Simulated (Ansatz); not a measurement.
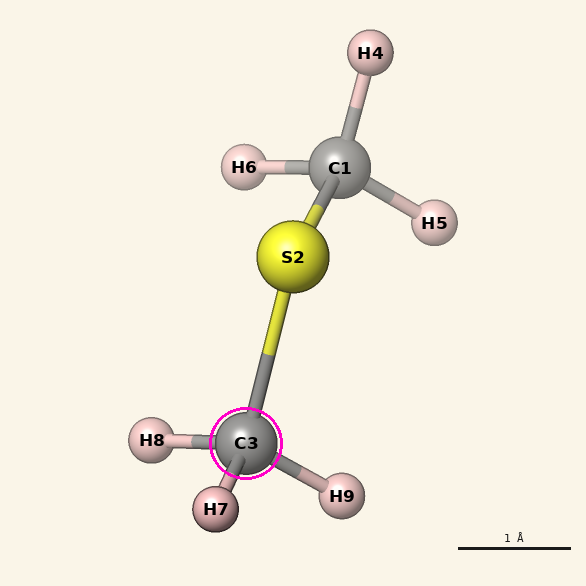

Simulated data, not a measurement (program: Ansatz).

Orthographic view. Atoms fade into the background with distance from the viewer. Geometry: a fixed input geometry, not necessarily a minimum.

Which atoms are bonded to the circled atom?

Answer. The circled atom is C3; it is bonded to S2, H7, H8, H9.

What is the shortest path along bonds from the circled atom to H5?

Answer. C3–S2–C1–H5, 3 bonds; through space the two are 2.98 Å apart.

Of C1 and S2, which is nearer the viewer?

Answer. S2; the bond to C1 points away from the viewer, so it looks shorter than its 1.82 Å.

Which two atoms are farthest apart in space?

Answer. H4 and H7, 4.62 Å.
